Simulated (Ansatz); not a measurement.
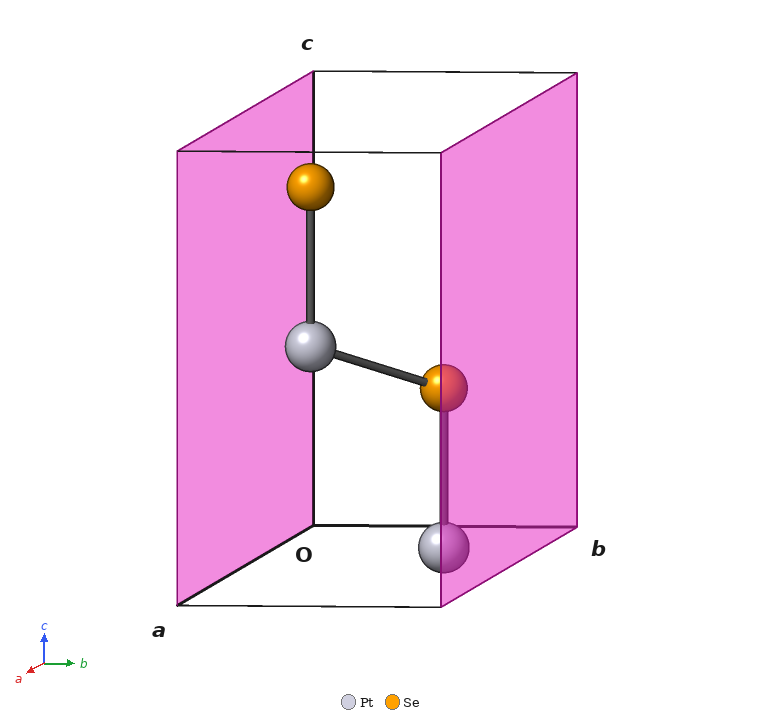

Every member of one family of equally spaced planes, hx + ky + lz = a whole number, that cuts the unit cell is shaded (one member passes through the origin O). Crystal: PtSe, the end point of a relaxation with Ansatz 0.2.0, DFT, PBE, PAW with Ansatz's default frozen-core files, scalar-relativistic; the starting structure was generated, so it need not be a known form of this composition. Symmetry computed with spglib at a tolerance of 0.002 Å; standard conventional cell.

a = 3.850 Å, b = 3.850 Å, c = 7.096 Å, α = 90.00°, β = 90.00°, γ = 120.00°.

Which (hkl) family is drawn?

(0 1 0), in four indices (0 1 −1 0); the opposite sign names the same planes. The member next to the origin meets the axes a never, b at 1, c never.

What is the spacing?

d = 3.334 Å.

Which atoms of the cell lie in these planes (within 0.03 Å)?

No atom.
